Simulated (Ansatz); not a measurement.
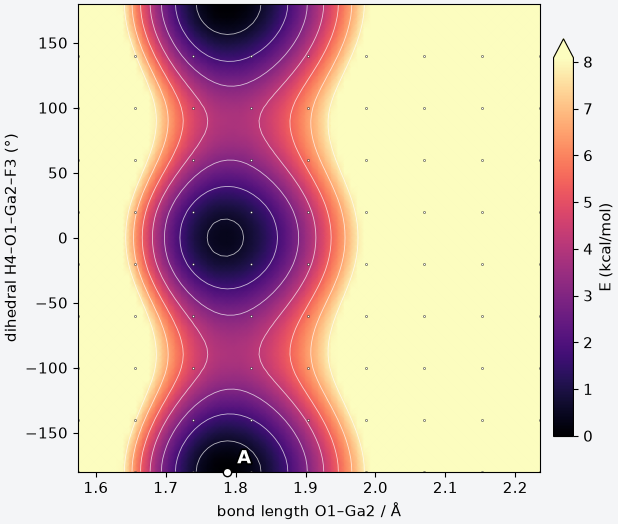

FGaHO, SMILES [OH][Ga][F], spin multiplicity 2. First axis: bond length O1–Ga2. Second axis: dihedral H4–O1–Ga2–F3. Nothing is relaxed (all other coordinates rigid). Grid: 9 × 9 points; 45 points were computed and 36 follow by symmetry. Energies are in kcal/mol, from the relaxed molecule at the same level. These are results of UHF-MP2, frozen core/def2-TZVP in Ansatz, not measurements.

Drawn: a smooth colour map with a few white contour lines, dots at the grid points, one colour for all values above the top of the scale, the well A. Between grid points the surface is interpolated.

### Estimate the position of the minimum and the force constants in these coordinates. Take the well at A.

The interpolated minimum is at bond length O1–Ga2 ≈ 1.788 Å, dihedral H4–O1–Ga2–F3 ≈ −180°. The curvatures there are about 24 eV/Å² and 0.34 eV/rad², with a cross term of about 0 eV/(Å·rad). Round the minimum the two coordinates are nearly uncoupled. (1 eV is 23.1 kcal/mol.)
